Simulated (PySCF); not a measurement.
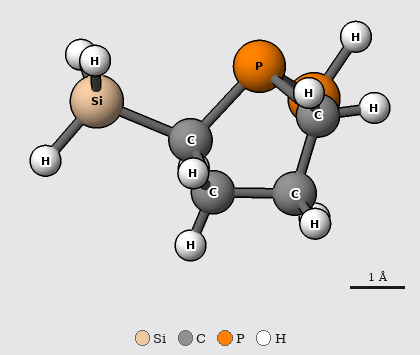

Fig. 1: The input geometry (ball-and-stick view, seen at a tilt).

**NMR shielding calculation, with input and output: C4H12P2Si**

The run: NMR shielding calculation of C4H12P2Si. Method and program: GIAO PBE0/pcSseg-1 NMR shielding, non-relativistic, gas phase (PySCF 2.14.0).

The geometry comes from this level: GFN2-xTB. Figures and captions count atoms from 1; the log counts them from 0 in places.

### Log
```
coarse grid: 16656 points
cycle   1  E = -1131.1257796319  dE =  5.903e-01  |g| = 3.659e-01  |ddm| = 3.952e+00
cycle   2  E = -1131.1027837689  dE =  2.300e-02  |g| = 4.699e-01  |ddm| = 8.010e-01
cycle   3  E = -1131.1606913813  dE = -5.791e-02  |g| = 5.510e-02  |ddm| = 5.345e-01
cycle   4  E = -1131.1614401416  dE = -7.488e-04  |g| = 1.722e-02  |ddm| = 9.751e-02
cycle   5  E = -1131.1615060326  dE = -6.589e-05  |g| = 7.711e-03  |ddm| = 2.924e-02
cycle   6  E = -1131.1615219119  dE = -1.588e-05  |g| = 1.376e-03  |ddm| = 1.016e-02
cycle   7  E = -1131.1615223811  dE = -4.692e-07  |g| = 3.568e-04  |ddm| = 2.172e-03
final grid: 145080 points
cycle   8  E = -1131.2042521652  dE = -3.253e-05  |g| = 7.718e-03  |ddm| = 3.403e-02
cycle   9  E = -1131.2042370399  dE =  1.513e-05  |g| = 1.080e-02  |ddm| = 1.773e-02
cycle  10  E = -1131.2042675976  dE = -3.056e-05  |g| = 7.387e-04  |ddm| = 1.147e-02
cycle  11  E = -1131.2042677358  dE = -1.382e-07  |g| = 2.257e-04  |ddm| = 1.277e-03
cycle  12  E = -1131.2042677480  dE = -1.222e-08  |g| = 7.202e-05  |ddm| = 3.163e-04
cycle  13  E = -1131.2042677495  dE = -1.439e-09  |g| = 1.624e-05  |ddm| = 1.128e-04
cycle  14  E = -1131.2042677495  dE = -6.821e-11  |g| = 4.786e-06  |ddm| = 2.653e-05
```

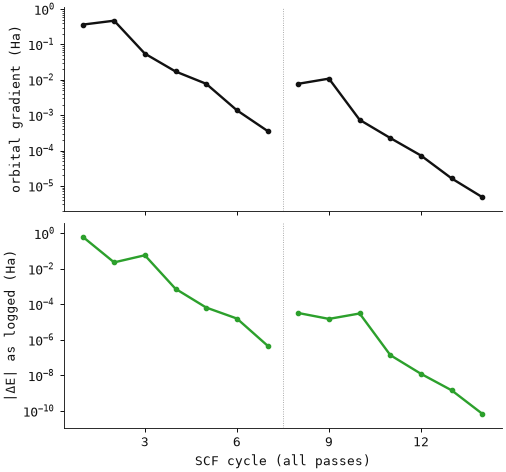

Fig. 2: Convergence of the self-consistent field: orbital gradient and size of the energy change against the SCF cycle. The dotted line marks the change from a coarse to the final integration grid. The first 7 cycles use a coarse grid, the final grid takes over at cycle 8, and the field converges after 14 cycles in all.

```
converged SCF energy = -1131.2042677495

GIAO shielding tensors (ppm)
atom      isotropic    diamagn.    paramagn.     s11        s22        s33       span
  0 Si     415.756     879.879    -464.123    383.520    400.188    463.562     80.042
  1 C      162.790     256.615     -93.825    136.067    170.034    182.269     46.202
  2 C      148.891     247.374     -98.483    118.020    160.360    168.294     50.274
  3 C      153.546     248.253     -94.707    126.507    162.435    171.694     45.187
  4 C      154.119     254.342    -100.223    132.873    160.721    168.762     35.888
  5 P      382.526     966.943    -584.417    296.780    371.456    479.340    182.560
  6 P      527.980     967.545    -439.565    438.202    545.536    600.204    162.002
  7 H       27.630      28.796      -1.166     23.455     25.442     33.992     10.537
  8 H       28.091      29.171      -1.080     24.414     26.610     33.250      8.837
  9 H       27.677      29.028      -1.351     23.489     26.053     33.490     10.001
 10 H       31.156      33.601      -2.444     26.563     30.346     36.560      9.997
 11 H       30.600      32.021      -1.422     24.598     29.623     37.578     12.980
 12 H       29.323      30.829      -1.506     23.710     27.375     36.885     13.175
 13 H       29.645      30.626      -0.981     25.248     27.952     35.734     10.486
 14 H       29.569      29.634      -0.066     23.821     26.881     38.004     14.183
 15 H       29.994      31.706      -1.712     24.826     27.002     38.156     13.330
 16 H       30.177      31.371      -1.194     25.253     27.647     37.631     12.379
 17 H       29.261      30.357      -1.096     23.208     26.078     38.496     15.288
 18 H       29.632      30.553      -0.921     23.763     28.033     37.099     13.336
```

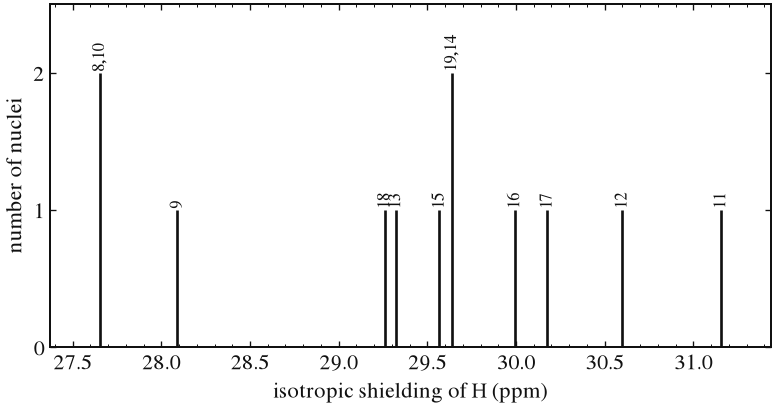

Fig. 3: Isotropic shieldings of the hydrogen nuclei in this fixed geometry, labelled by atom number; shielding grows to the right, so chemical shift grows to the left. The least shielded is H8 (27.6 ppm), the most shielded H11 (31.2 ppm).

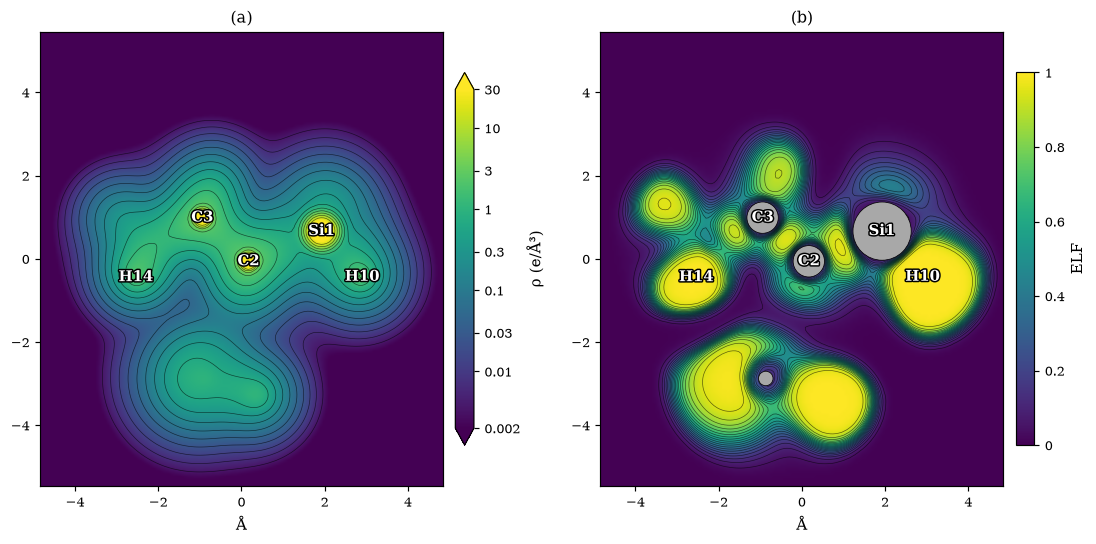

Fig. 4: (a) electron density; (b) electron localisation function on the plane of atoms C2, Si1 and H10. Grey discs, where drawn, cover atomic cores. The plane passes through Si, C and H nuclei. C–C (1.53 Å): ρ at the midpoint is about 1.6 e/Å³; the ELF peaks at about 0.95 between the atoms (a shared electron pair). Si–H (1.46 Å): ρ at the midpoint is about 0.8 e/Å³; the ELF climbs to about 1 towards the hydrogen, as it does in any bond to H.

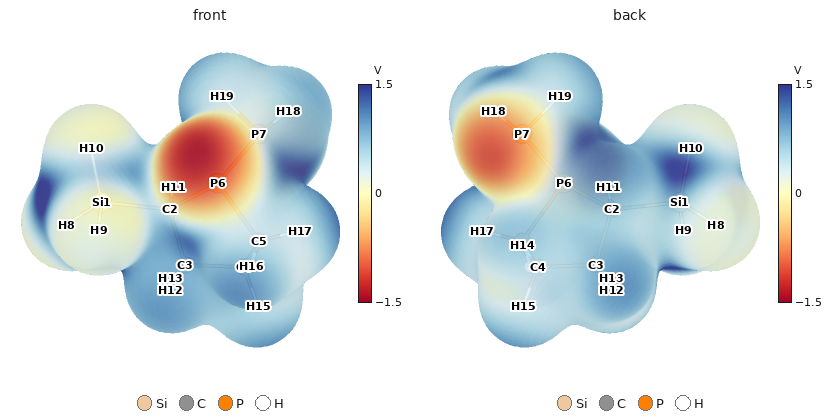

Fig. 5: The electrostatic potential painted on the density surface at 0.004 e/bohr³, seen face on and from behind; red is negative and blue positive.

This output came from the following input.

### Input file
```
{"job": {"kind": "nmr", "xc": "PBE0", "basis": "pcSseg-1"}, "charge": 0, "multiplicity": 1}
Si    -1.565584     1.677067     1.214594
C     -0.526282     0.659976    -0.014957
C     -1.190834    -0.637401    -0.474569
C     -0.081906    -1.573549    -0.937613
C      0.940423    -1.591734     0.190350
P      1.122854     0.176912     0.760688
P      2.402739     0.868988    -0.855050
H     -2.849800     1.993679     0.584513
H     -1.776964     0.871458     2.417380
H     -0.843061     2.906756     1.540101
H     -0.297968     1.278459    -0.891835
H     -1.724400    -1.102014     0.358888
H     -1.912327    -0.440627    -1.269276
H      0.380526    -1.172021    -1.843776
H     -0.457803    -2.575328    -1.153119
H      0.573535    -2.183110     1.034439
H      1.906718    -1.999383    -0.114648
H      3.574419     0.658416    -0.129191
H      2.315912     2.192705    -0.424379
```

The first line tells a small driver script what to run in PySCF; the rest is the geometry in Å.

Run as:
```bash
OMP_NUM_THREADS=1 python <driver script> task.json out
```

### Results in brief

```json
{"quantity": "outcome", "value": "converged"}
{"quantity": "total energy", "value": "−1131.204268 hartree"}
{"quantity": "HOMO", "value": "−6.32 eV"}
{"quantity": "LUMO", "value": "−0.02 eV"}
{"quantity": "dipole moment", "value": "1.05 D"}
{"quantity": "isotropic shielding, Si", "value": "415.8 ppm"}
{"quantity": "isotropic shielding, C", "value": "148.9 to 162.8 ppm"}
{"quantity": "isotropic shielding, P", "value": "382.5 to 528.0 ppm"}
{"quantity": "isotropic shielding, H", "value": "27.6 to 31.2 ppm"}
{"quantity": "hardware", "value": "1 CPU thread, shared host"}
{"quantity": "wall time", "value": "47 s"}
{"quantity": "peak memory", "value": "0.92 GiB"}
```
